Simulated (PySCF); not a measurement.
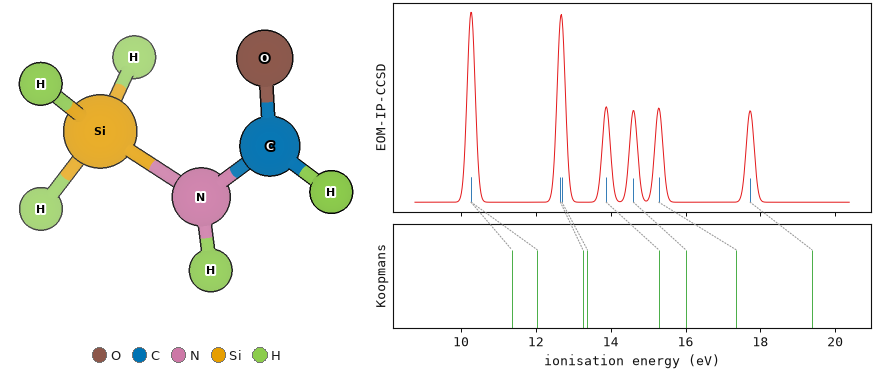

Valence photoelectron lines of CH₅NOSi, SMILES O=CN[SiH3]: vertical EOM-IP-CCSD/aug-cc-pVDZ (frozen core, PySCF 2.14.0, at a PBE0-D3(BJ)/def2-SVP geometry (no frequency check); 8 lines, one for each of the 8 highest orbitals, so a line of a deeper orbital can be missing among them) above, Hartree-Fock orbital energies with the sign turned below, non-relativistic; dotted lines join each line to its leading orbital. Stick heights are one-hole weights (summed over degenerate lines), not cross-sections; Gaussian width 0.25 eV.

Question: What is the first vertical ionisation energy, and how far is Koopmans' value off?

Answer: 10.27 eV from the HOMO (with HOMO−1 within 0.05 eV); Koopmans gives 11.36 eV, 1.09 eV too high.

Question: Do correlation and relaxation change the order of the lines?

Answer: Not among these holes, which come in the order of the orbitals, HOMO, HOMO−1, HOMO−2, HOMO−3, HOMO−4, HOMO−5, HOMO−6, HOMO−7. Some lines lie within 0.1 eV of each other, so their order isn't settled.

Known limits of this run: small basis, so the lines can lie some tenths of an eV too low; one conformer of a flexible molecule.
